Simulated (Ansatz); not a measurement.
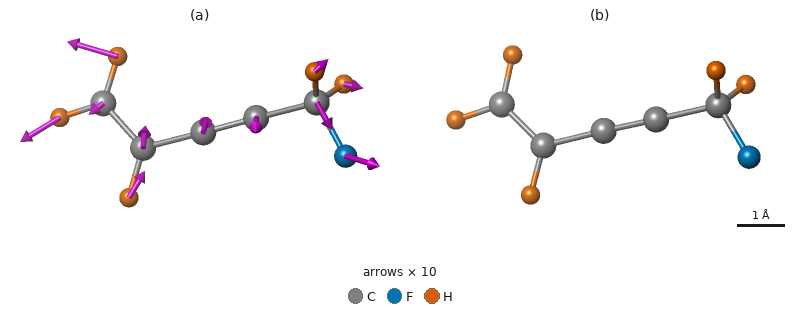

The structure of C₅H₅F (coarse preliminary run) before (left) and after (right) a relaxation, at one scale. The purple arrows give the displacements, 10 times their true length.

The picture is a ball-and-stick view, seen from a free direction.

The start comes from a force field.

Level of theory: RKS PBE-D4/def2-SVP (Ansatz). (force threshold 0.03 eV/Å; at most 200 steps)

What changed between the two?

The largest move after the best rigid fit is that of an H atom, 0.12 Å. Largest moves by element: H 0.12 Å, F 0.10 Å, C 0.07 Å. Near-neighbour distances that change, for instance: C–H 1.037 → 1.100 Å, C–H 1.063 → 1.115 Å, C–C 1.395 → 1.354 Å, C–H 1.090 → 1.115 Å. Among the angles between lasting bonds that change: C–C–C 172.1° → 179.3°, H–C–H 112.6° → 107.4°, C–C–C 173.9° → 178.5°. The energy falls by 6.75 kcal/mol in 6 geometry steps. Largest force component: 3.9 eV/Å at the start, 0.0094 eV/Å at the end. The run took 7.5 s on 4 threads of Arm Neoverse V1, with other jobs on the host.
